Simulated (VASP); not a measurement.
# A VASP study of MgS (Niningerite) (PBEsol): structure first, properties next, part 2 of 4

Wanted: the relaxed cell of MgS (Niningerite) and its properties. The start is a cell from a database of measured crystal structures.

VASP 6.6.1; PBEsol; plane waves and PAW (Mg, S).

So far, gap on the k-mesh (eV): step 2 (relaxing cell and atoms (PBEsol)) 2.95; step 3 (k-mesh 8×8×8) 2.73. The relaxed cell has a = 5.178 Å (conventional setting).

**4. Single point with fields (PBEsol)**

The relaxed cell gets a fresh self-consistent run, on a basis set for its own volume, to fix the density and to check the remaining stress.

INCAR reads:

```
SYSTEM = MgS
PREC = Accurate
ENCUT = 400
EDIFF = 1E-06
NELM = 100
ISMEAR = 0
SIGMA = 0.05
LREAL = .FALSE.
ALGO = Normal
GGA = PS
NBANDS = 10
LORBIT = 11
LWAVE = .FALSE.
LCHARG = .TRUE.
ISIF = 2
LELF = .TRUE.
LVHAR = .TRUE.
```

POSCAR reads:

```
MgS
1.0
    0.0000000000      2.5891624412      2.5891624412
    2.5891624412      0.0000000000      2.5891624412
    2.5891624412      2.5891624412      0.0000000000
Mg S
1 1
Direct
    0.0000000000      0.0000000000      0.0000000000
    0.5000000000      0.5000000000      0.5000000000
```

KPOINTS reads:

```
Automatic mesh
0
Gamma
8 8 8
0 0 0
```

The projector-augmented-wave data sets are Mg and S (PBE family, release 64).

The run is started by

```
$ mpirun -np 2 vasp_std
```

Output:

```text
[banner, memory and clock lines left out]
running    2 mpi-ranks, on    1 nodes
 distrk:  each k-point on    2 cores,    1 groups
 distr:  one band on    1 cores,    2 groups

 POSCAR found type information on POSCAR MgS
 POSCAR found :  2 types and       2 ions
 [... a notice as in an earlier step ...]

 LDA part: xc-table for (Slater+PW92), standard interpolation
 POSCAR, INCAR and KPOINTS ok, starting setup
 FFT: planning ... GRIDC
 FFT: planning ... GRID_SOFT
 FFT: planning ... GRID
 WAVECAR not read
 entering main loop
       N       E                     dE             d eps       ncg     rms          rms(c)
DAV:   1     0.136361653689E+02    0.13636E+02   -0.33009E+03   660   0.526E+02
DAV:   2    -0.861194661244E+01   -0.22248E+02   -0.20647E+02   748   0.916E+01
DAV:   3    -0.943539434093E+01   -0.82345E+00   -0.82260E+00   678   0.187E+01
DAV:   4    -0.944013335656E+01   -0.47390E-02   -0.47384E-02   746   0.173E+00
DAV:   5    -0.944016337997E+01   -0.30023E-04   -0.30023E-04   662   0.121E-01    0.416E+00
DAV:   6    -0.911791538603E+01    0.32225E+00   -0.70787E-01   624   0.353E+00    0.315E+00
DAV:   7    -0.907727366436E+01    0.40642E-01   -0.18941E-01   652   0.197E+00    0.194E+00
DAV:   8    -0.907473714569E+01    0.25365E-02   -0.99786E-03   650   0.617E-01    0.710E-01
DAV:   9    -0.907454463918E+01    0.19251E-03   -0.47573E-04   646   0.130E-01    0.300E-01
[... 1 cycle as in an earlier step ...]
DAV:  11    -0.907453908188E+01   -0.30675E-06   -0.25835E-06   636   0.973E-03
   1 F= -.90745391E+01 E0= -.90745391E+01  d E =-.783255E-11
```

Wall time 4 s (2 MPI ranks of Intel Xeon Platinum 8375C at 2.90GHz (Ice Lake), shared host); peak memory 0.23 GiB.

From OUTCAR (step 4):

```text
The static configuration has the point symmetry O_h .

 Found     29 irreducible k-points:

   NELECT =       8.0000    total number of electrons

 E-fermi :   4.0116

  Total       -0.0058423     -0.0058423     -0.0058423     -0.0000000     -0.0000000      0.0000000
  in kB       -0.2696424     -0.2696424     -0.2696424     -0.0000000     -0.0000000      0.0000000
  external PRESSURE =      -0.2696424 kB  Pullay stress =       0.0000000 kB

[... 19 parts as in an earlier step ...]
```

Numbers from this step:

| Quantity | Value |
| --- | --- |
| SCF cycles | 11 |

Valence electrons inside each PAW sphere by angular momentum. Sphere charges, by row:

| atom | s (e) | p (e) | d (e) | tot (e) |
| --- | --- | --- | --- | --- |
| Mg1 | 0.139 | 0.132 | 0.041 | 0.312 |
| S2 | 1.309 | 2.484 | 0 | 3.793 |

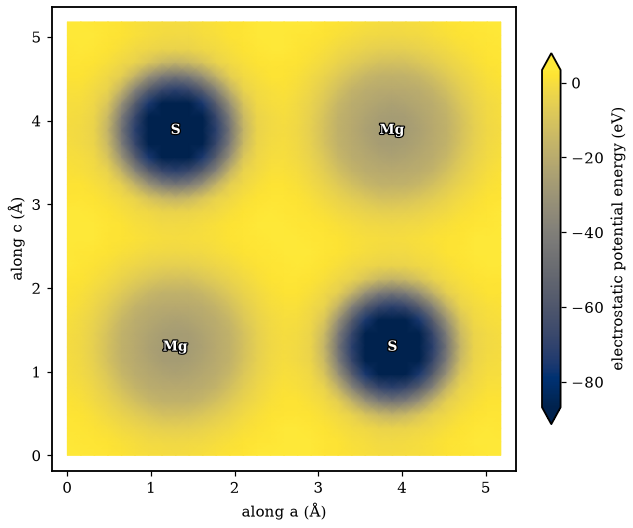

Electrostatic potential energy in the ac plane of the conventional cell at fractional y = 0.000, with atoms of Mg and S within 0.2 Å of it. With pseudopotentials it is smooth inside the atoms' cores, unlike the true potential. The map starts off the cell's origin, so that atoms lie inside it.

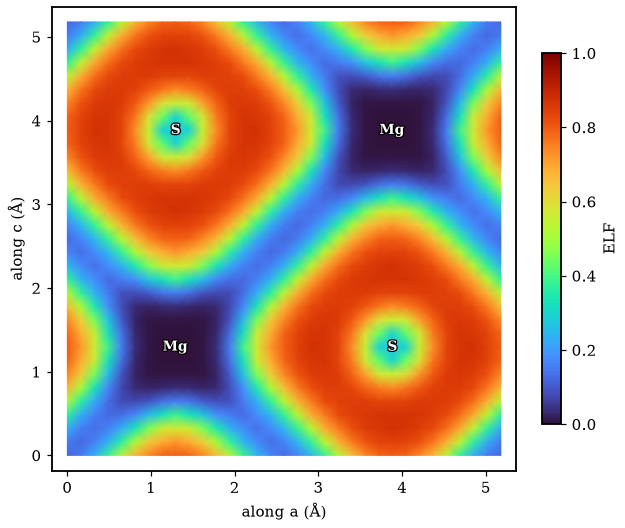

ELF in the ac plane of the conventional cell at fractional y = 0.000, with atoms of Mg and S within 0.2 Å of it. It is the smooth field of the valence electrons, not physical close to the nuclei. The map starts off the cell's origin, so that atoms lie inside it.

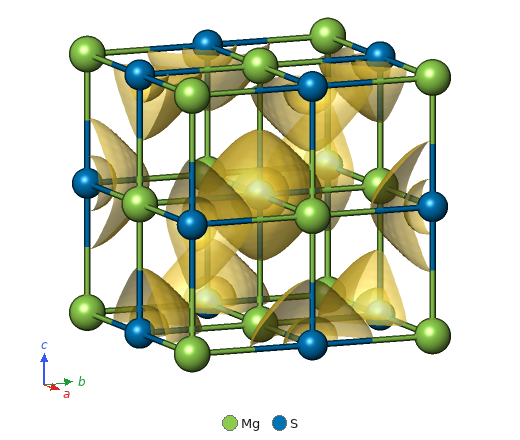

Surface of ELF = 0.79.

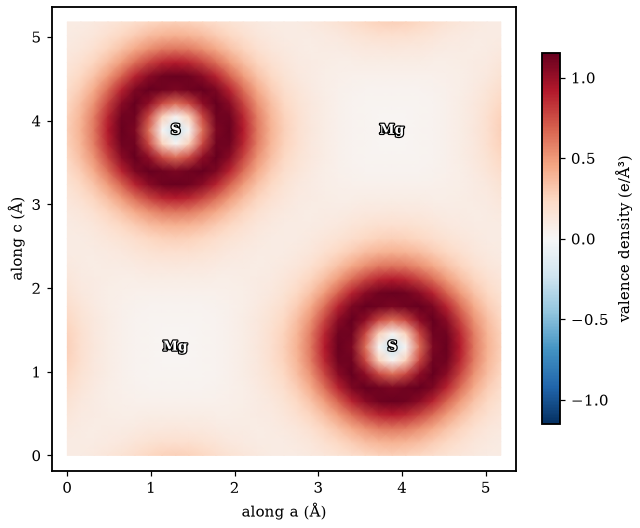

Valence density in the ac plane of the conventional cell at fractional y = 0.000, with atoms of Mg and S within 0.2 Å of it. It is the smooth field of the valence electrons, not physical close to the nuclei. The map starts off the cell's origin, so that atoms lie inside it.

In this run the pressure is -0.03 GPa, small enough to go on.

**5. Bands along the symmetry lines (PBEsol)**

The mesh alone shows little of the dispersion and can miss band extrema, so KPOINTS_OPT adds a path through the symmetry points after the self-consistent cycle.

INCAR reads:

```
SYSTEM = MgS
PREC = Accurate
ENCUT = 400
EDIFF = 1E-06
NELM = 100
ISMEAR = 0
SIGMA = 0.05
LREAL = .FALSE.
ALGO = Normal
GGA = PS
NBANDS = 16
LORBIT = 11
LWAVE = .FALSE.
LCHARG = .FALSE.
KPAR = 2
```

POSCAR is that of step 4.

KPOINTS is that of step 4.

KPOINTS_OPT reads:

```
Line mode
16
Line-mode
Reciprocal
  0.00000000   0.00000000   0.00000000 GAMMA
  0.50000000   0.00000000   0.50000000 X

  0.50000000   0.00000000   0.50000000 X
  0.50000000   0.25000000   0.75000000 W

  0.50000000   0.25000000   0.75000000 W
  0.37500000   0.37500000   0.75000000 K

  0.37500000   0.37500000   0.75000000 K
  0.00000000   0.00000000   0.00000000 GAMMA

  0.00000000   0.00000000   0.00000000 GAMMA
  0.50000000   0.50000000   0.50000000 L

  0.50000000   0.50000000   0.50000000 L
  0.62500000   0.25000000   0.62500000 U

  0.62500000   0.25000000   0.62500000 U
  0.50000000   0.25000000   0.75000000 W

  0.50000000   0.25000000   0.75000000 W
  0.50000000   0.50000000   0.50000000 L

  0.50000000   0.50000000   0.50000000 L
  0.37500000   0.37500000   0.75000000 K

  0.62500000   0.25000000   0.62500000 U
  0.50000000   0.00000000   0.50000000 X
```

The run is started by

```
$ mpirun -np 2 vasp_std
```

Output:

```text
[... set-up lines as in an earlier step ...]
 entering main loop
       N       E                     dE             d eps       ncg     rms          rms(c)
DAV:   1     0.136449973375E+02    0.13645E+02   -0.28249E+03  1032   0.320E+02
DAV:   2    -0.873281418994E+01   -0.22378E+02   -0.21427E+02  1264   0.744E+01
DAV:   3    -0.943711615790E+01   -0.70430E+00   -0.70372E+00  1080   0.122E+01
DAV:   4    -0.944013850026E+01   -0.30223E-02   -0.30223E-02  1248   0.937E-01
DAV:   5    -0.944016351296E+01   -0.25013E-04   -0.25013E-04  1088   0.808E-02    0.416E+00
DAV:   6    -0.911760044505E+01    0.32256E+00   -0.51370E-01  1112   0.220E+00    0.316E+00
DAV:   7    -0.907724115429E+01    0.40359E-01   -0.15010E-01  1160   0.131E+00    0.193E+00
DAV:   8    -0.907477403518E+01    0.24671E-02   -0.98361E-03  1072   0.415E-01    0.745E-01
DAV:   9    -0.907455275849E+01    0.22128E-03   -0.41514E-04  1136   0.827E-02    0.351E-01
DAV:  10    -0.907454012798E+01    0.12631E-04   -0.17694E-04  1160   0.459E-02    0.525E-02
DAV:  11    -0.907453921082E+01    0.91716E-06   -0.36924E-06  1112   0.855E-03
   1 F= -.90745392E+01 E0= -.90745392E+01  d E =-.449531E-22
 Start KPOINTS_OPT (optional k-point list driver)
k-point batch [1-29\160]
       N       E                     dE             ncg
DAV:   1     0.504939684238E+03   -0.55353E+04     1032
DAV:   2    -0.117715158951E+03   -0.62265E+03     1224
DAV:   3    -0.139424941974E+03   -0.21710E+02     1200
DAV:   4    -0.139522899568E+03   -0.97958E-01     1240
DAV:   5    -0.139523717890E+03   -0.81832E-03     1168
DAV:   6    -0.139523726639E+03   -0.87493E-05     1216
DAV:   7    -0.139523726735E+03   -0.96095E-07      952
[...]
k-point batch [146-160\160]
       N       E                     dE             ncg
DAV:   1     0.376044337640E+04   -0.40880E+04      520
DAV:   2     0.341601578022E+04   -0.34443E+03      656
DAV:   3     0.340514093625E+04   -0.10875E+02      616
DAV:   4     0.340508313140E+04   -0.57805E-01      600
DAV:   5     0.340508262497E+04   -0.50642E-03      608
DAV:   6     0.340508261938E+04   -0.55929E-05      632
DAV:   7     0.340508261932E+04   -0.62123E-07      552
```

It took 14 s on 2 MPI ranks; peak memory 0.28 GiB; 26 s of CPU time.

OUTCAR, selected parts (step 5):

```text
   k-points           NKPTS =     29   k-points in BZ     NKDIM =     29   number of bands    NBANDS=     16

   NELECT =       8.0000    total number of electrons

 E-fermi :   4.1331

 k-point     1 :       0.0000    0.0000    0.0000
  band No.  band energies     occupation
      1      -8.9611      2.00000
      2       3.8062      2.00000
      3       3.8062      2.00000
      4       3.8062      2.00000
      5       7.5126      0.00000
      6      11.6505      0.00000
      7      11.6505      0.00000
      8      11.6505      0.00000
      9      14.1332      0.00000
    ...

  Total       -0.0062575     -0.0062575     -0.0062575      0.0000000      0.0000000      0.0000000
  in kB       -0.2888061     -0.2888061     -0.2888061      0.0000000      0.0000000      0.0000000
  external PRESSURE =      -0.2888061 kB  Pullay stress =       0.0000000 kB

 POSITION                                       TOTAL-FORCE (eV/Angst)
 -----------------------------------------------------------------------------------
      0.00000      0.00000      0.00000         0.000000     -0.000000      0.000000
      2.58916      2.58916      2.58916        -0.000000      0.000000     -0.000000
 -----------------------------------------------------------------------------------
    total drift:                               -0.000000     -0.000000      0.000000

  FREE ENERGIE OF THE ION-ELECTRON SYSTEM (eV)
  ---------------------------------------------------
  free  energy   TOTEN  =        -9.0745392108 eV

  energy  without entropy=       -9.0745392108  energy(sigma->0) =       -9.07453921

[... 8 parts as in an earlier step ...]

[... 8 further parts left out ...]
```

Numbers from this step:

```yaml
bands: 16
fermi_energy: 4.133 eV
pressure: -0.02888 GPa
least_gap_on_mesh_and_path: 2.734 eV
least_direct_gap_on_mesh_and_path: 3.706 eV
```

The electronic bands at the labelled points (eV, zero at the valence-band top; v1 is the highest filled band, c1 the lowest empty one):

| point | v3 | v2 | v1 | c1 | c2 | c3 | c4 |
| --- | --- | --- | --- | --- | --- | --- | --- |
| Γ | 0.00 | 0.00 | 0.00 | 3.71 | 7.84 | 7.84 | 7.84 |
| X | -4.34 | -1.74 | -1.74 | 2.73 | 4.20 | 12.01 | 12.86 |
| W | -3.35 | -3.35 | -2.44 | 5.27 | 7.87 | 7.87 | 8.04 |
| K | -3.83 | -3.29 | -1.41 | 3.84 | 6.62 | 9.70 | 10.06 |
| Γ | 0.00 | 0.00 | 0.00 | 3.71 | 7.84 | 7.84 | 7.84 |
| L | -4.97 | -0.62 | -0.62 | 4.42 | 6.84 | 6.84 | 10.22 |
| U | -3.83 | -3.29 | -1.41 | 3.84 | 6.62 | 9.70 | 10.06 |
| W | -3.35 | -3.35 | -2.44 | 5.27 | 7.87 | 7.87 | 8.04 |
| L | -4.97 | -0.62 | -0.62 | 4.42 | 6.84 | 6.84 | 10.22 |
| K | -3.83 | -3.29 | -1.41 | 3.84 | 6.62 | 9.70 | 10.06 |
| jump to U | -3.83 | -3.29 | -1.41 | 3.84 | 6.62 | 9.70 | 10.06 |
| X | -4.34 | -1.74 | -1.74 | 2.73 | 4.20 | 12.01 | 12.86 |

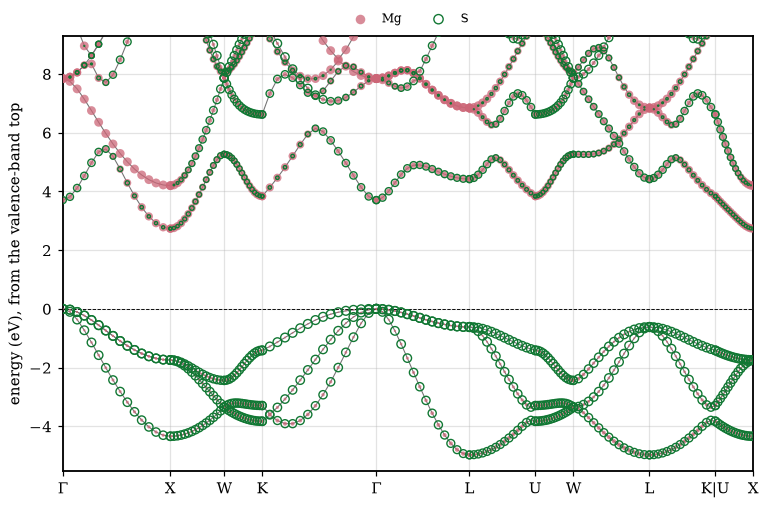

Electronic bands along the path; dots are coloured as in the legend, and their area grows with the weight.

The path finds the gap of the mesh within 0.02 eV, so the mesh comes close to both band edges.

**6. Total and projected DOS (PBEsol)**

Here the states are counted by energy and projected on the atoms. The mesh is finer than in the run before.

Edit INCAR of step 5 so:

```diff
@@ -5,3 +5,3 @@
 NELM = 100
-ISMEAR = 0
+ISMEAR = -5
 SIGMA = 0.05
@@ -15 +15,2 @@
 KPAR = 2
+NEDOS = 2001
```

POSCAR is that of step 5.

KPOINTS reads:

```
Automatic mesh
0
Gamma
11 11 11
0 0 0
```

The run is started by

```
$ mpirun -np 2 vasp_std
```

Output:

```text
[... set-up lines as in an earlier step ...]
 entering main loop
       N       E                     dE             d eps       ncg     rms          rms(c)
DAV:   1     0.144210049245E+02    0.14421E+02   -0.29741E+03  1912   0.328E+02
DAV:   2    -0.858050040604E+01   -0.23002E+02   -0.22119E+02  2448   0.739E+01
DAV:   3    -0.943650199492E+01   -0.85600E+00   -0.85515E+00  2168   0.136E+01
DAV:   4    -0.944023962299E+01   -0.37376E-02   -0.37375E-02  2384   0.104E+00
DAV:   5    -0.944026901671E+01   -0.29394E-04   -0.29394E-04  2168   0.891E-02    0.416E+00
DAV:   6    -0.911782562997E+01    0.32244E+00   -0.51251E-01  2224   0.220E+00    0.316E+00
DAV:   7    -0.907750816354E+01    0.40317E-01   -0.14966E-01  2384   0.131E+00    0.193E+00
DAV:   8    -0.907503118476E+01    0.24770E-02   -0.97886E-03  2120   0.415E-01    0.739E-01
DAV:   9    -0.907481000423E+01    0.22118E-03   -0.41483E-04  2256   0.828E-02    0.347E-01
DAV:  10    -0.907479907880E+01    0.10925E-04   -0.19041E-04  2312   0.475E-02    0.696E-02
DAV:  11    -0.907479697602E+01    0.21028E-05   -0.52970E-06  2160   0.971E-03    0.226E-02
DAV:  12    -0.907479687263E+01    0.10339E-06   -0.45919E-07  1296   0.283E-03
   1 F= -.90747969E+01 E0= -.90747969E+01  d E =0.000000E+00
```

The job ended after 8.4 s (2 MPI ranks; peak memory 0.27 GiB).

From OUTCAR (step 6):

```text
   k-points           NKPTS =     56   k-points in BZ     NKDIM =     56   number of bands    NBANDS=     16

   NELECT =       8.0000    total number of electrons

 E-fermi :   3.8130

 k-point     1 :       0.0000    0.0000    0.0000
  band No.  band energies     occupation
      1      -8.9616      2.00000
      2       3.8057      2.00000
      3       3.8057      2.00000
      4       3.8057      2.00000
      5       7.5124      0.00000
      6      11.6505      0.00000
      7      11.6505      0.00000
      8      11.6505      0.00000
      9      14.1330      0.00000
    ...

  Total       -0.0032890     -0.0032890     -0.0032890      0.0000000     -0.0000000      0.0000000
  in kB       -0.1517960     -0.1517960     -0.1517960      0.0000000     -0.0000000      0.0000000
  external PRESSURE =      -0.1517960 kB  Pullay stress =       0.0000000 kB

 POSITION                                       TOTAL-FORCE (eV/Angst)
 -----------------------------------------------------------------------------------
      0.00000      0.00000      0.00000         0.000000      0.000000      0.000000
      2.58916      2.58916      2.58916        -0.000000     -0.000000     -0.000000
 -----------------------------------------------------------------------------------
    total drift:                               -0.000000     -0.000000      0.000000

  FREE ENERGIE OF THE ION-ELECTRON SYSTEM (eV)
  ---------------------------------------------------
  free  energy   TOTEN  =        -9.0747968726 eV

  energy  without entropy=       -9.0747968726  energy(sigma->0) =       -9.07479687

[... 7 parts as in an earlier step ...]

[... 9 further parts left out ...]
```

Numbers from this step:

```yaml
scf_cycles: 12
irreducible_k_points: 56
fermi_energy: 3.813 eV
pressure: -0.01518 GPa
conduction_bottom_at_k: 0.4545, 0.4545, 0
gap_on_the_k_mesh: 2.822 eV
least_direct_gap_on_the_k_mesh: 3.707 eV
```

The density of states has structure finer than the step of the table below, so its rows give means over 2 eV, whole bins alone (the curve runs from -12.0 to 10.7 eV). Peaks (eV: height): total -11.1: 2.95, -4.0: 2.82, 5.2: 2.30, 9.2: 2.06; S p -4.0: 0.891, -0.8: 1.05, 9.2: 0.363; Mg s -4.0: 0.116, 5.2: 0.234, 6.5: 0.0917, 9.2: 0.0497; Mg p 5.2: 0.104, 6.5: 0.124, 7.6: 0.169, 9.2: 0.126; S s -11.1: 1.95.

States under -12.0 eV and over 10.7 eV are left out. Table of density of states by energy, zero at the valence-band top; means over each step; values in states/eV/cell:

| energy (eV) | total | S p | Mg s | Mg p | S s |
| --- | --- | --- | --- | --- | --- |
| -10 | 0.0482 | 1.0e-5 | 8.3e-5 | 1.8e-4 | 0.0322 |
| -8 | 0 | 0 | 0 | 0 | 0 |
| -6 | 5.7e-5 | 1.6e-5 | 4.7e-6 | 0 | 0 |
| -4 | 0.943 | 0.300 | 0.0440 | 0.0168 | 0.0178 |
| -2 | 1.42 | 0.609 | 0.0167 | 0.0348 | 0.0111 |
| 0 | 0.639 | 0.335 | 7.2e-4 | 0.00802 | 0.00103 |
| 2 | 0.00349 | 6.1e-5 | 9.5e-4 | 3.3e-5 | 1.3e-4 |
| 4 | 0.498 | 0.0257 | 0.0764 | 0.0178 | 0.0225 |
| 6 | 1.32 | 0.107 | 0.0825 | 0.0691 | 0.0499 |
| 8 | 1.35 | 0.131 | 0.0229 | 0.122 | 0.0243 |

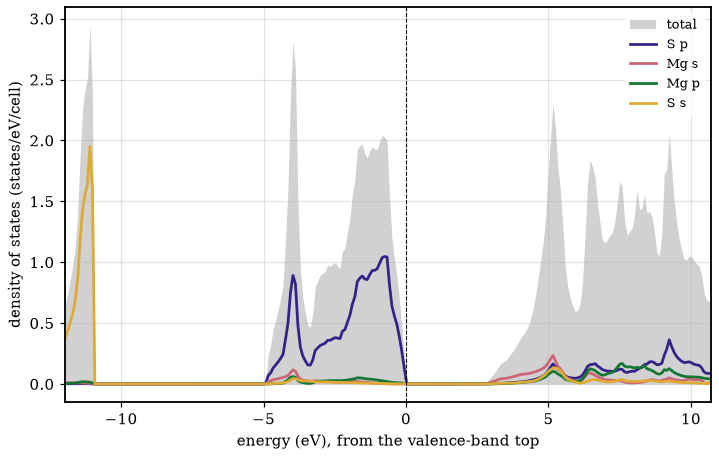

Density of states against energy.

The gap on this mesh is 2.82 eV, over the 2.73 eV of the band run, since this mesh misses a band edge. In the top eV of the valence band the largest shares in the PAW spheres are S p 52 %. The rest lies in smaller channels or between the spheres.

(Part 2 of 4 ends here.)

[Lines on the potential files, build, host, timing and source positions are cut from VASP's logs without a mark.]

[Logs are printed without paths, hosts, clocks, repeated set-up lines and the standing remarks that a program may print on its own settings, such as how far it seeks lower states.]

[Hosts, paths, dates, database ids (printed as entryN), source tags and the programs' standing remarks are cut or masked in the printed files.]

[A measured line is paired with the nearest computed mode of its activity, which favours agreement.]
